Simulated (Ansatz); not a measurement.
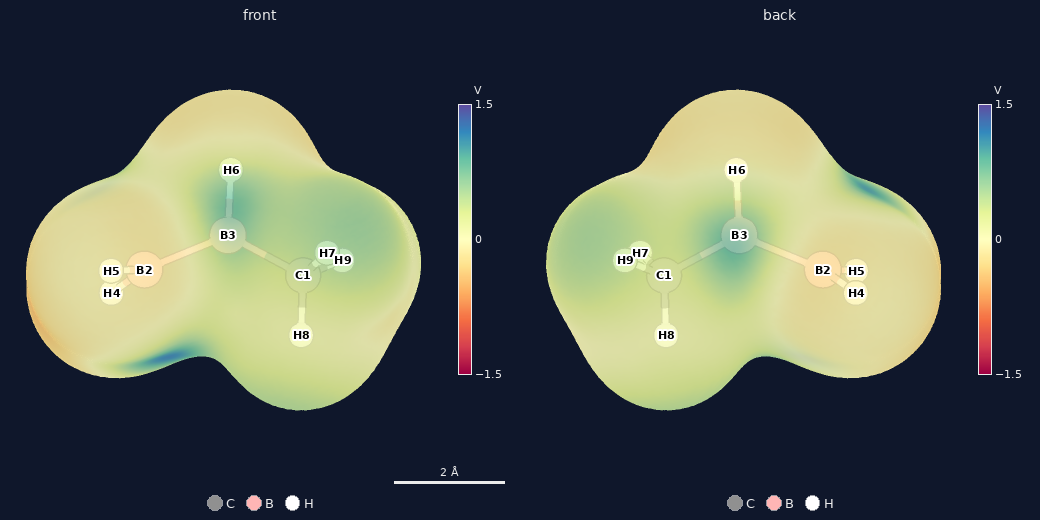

The picture shows: CH$_{6}$B$_{2}$. The molecular electrostatic potential painted on the density surface at 0.001 e/bohr³, seen from the front and from behind; the colour scale runs from red (negative) to blue (positive).

Geometry: PBE0-D3(BJ)/def2-SVP.

Computed with Ansatz, isolated molecule in a Gaussian basis; Kohn-Sham density functional theory, functional PBE0.

```xyz
9

C    -0.7188   -0.0055   -0.1430
B    -2.7719   -2.0386   -0.3973
B    -2.1224   -0.6294    0.1721
H    -3.4797   -2.0652   -1.3829
H    -2.6112   -3.1024    0.1639
H    -2.8221   -0.0156    0.9639
H    -0.1334   -0.0837    0.7939
H    -0.1387   -0.4829   -0.9447
H    -0.7956    1.0770   -0.3383
```

> Where is the surface potential most negative and most positive?

The most negative region (about −0.4 V, or −9 kcal/mol for a unit charge) lies over H4, the most positive (about +1.1 V, or +25 kcal/mol for a unit charge) over B2.

> What dipole moment does the calculation give?

Its dipole moment is 0.74 D.
